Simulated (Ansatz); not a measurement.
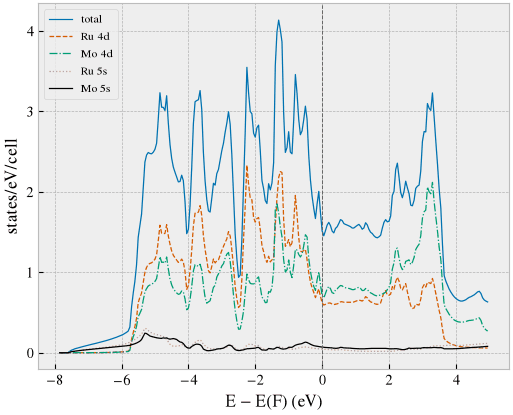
Total and projected density of states of MoRu in space group P-6m2 (No. 187; Mo on 1e, Ru on 1d), the program Ansatz at the r²SCAN level (PAW)

**Question.** Which orbitals carry the states next to the Fermi level?

**Answer.** Within 0.5 eV of the Fermi level: Mo 4d 49 %, Ru 4d 40 %. Projections are on Löwdin-orthogonalised atomic valence shells; empty p or d shells of many metals are not among them.

**Question.** Where is the tallest occupied peak in this window, and what makes it?

**Answer.** Near -1.3 eV, about 4.1 states/eV per cell; the largest projected share is Ru 4d.

The workflow started from a Materials Project entry (that database holds measured and hypothetical structures alike); the Crystallography Open Database copy checked does not list it. With Mo and Ru taken as one species the cell has the higher symmetry P6_3/mmc, so it may be an ordered model of a mixed-site phase. Its standing as an ambient phase is unchecked. The cell was relaxed with r²SCAN under the symmetry of its start; of distortions, only those at the zone centre were tested. No spin polarisation was allowed. Scalar-relativistic: spin–orbit coupling is off unless named, which matters more the heavier the elements.

Potentials: the later of the program's two PAW sets.
